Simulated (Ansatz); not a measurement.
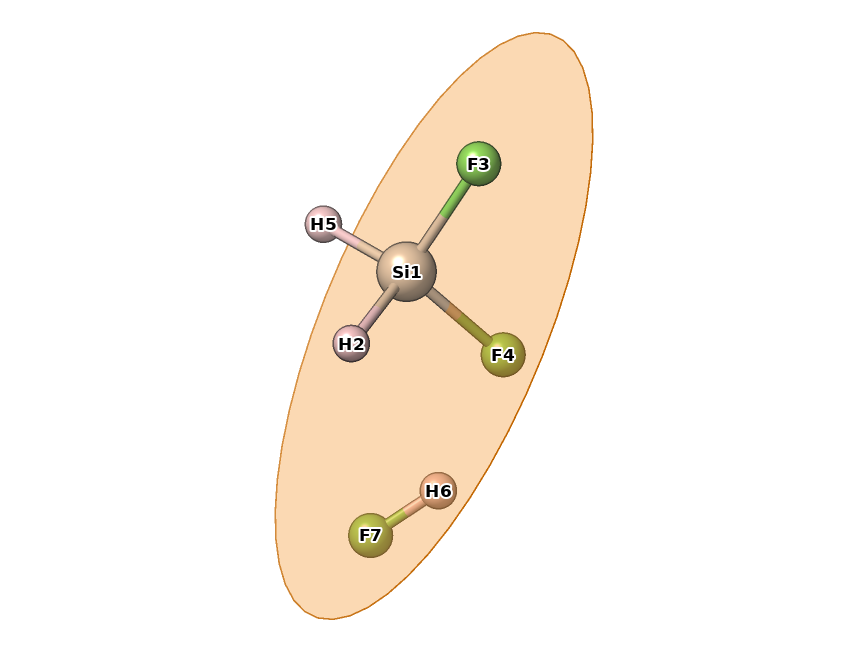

A disc through the centre of mass is drawn in. Atoms fade into the background with distance from the viewer. Computed geometry: PBE0-D4/def2-TZVP optimisation.

Q: Is the plane of the disc a mirror plane of the structure?

A: No. The point group is Cs, with 1 mirror plane, and this plane isn't one of its mirror planes.
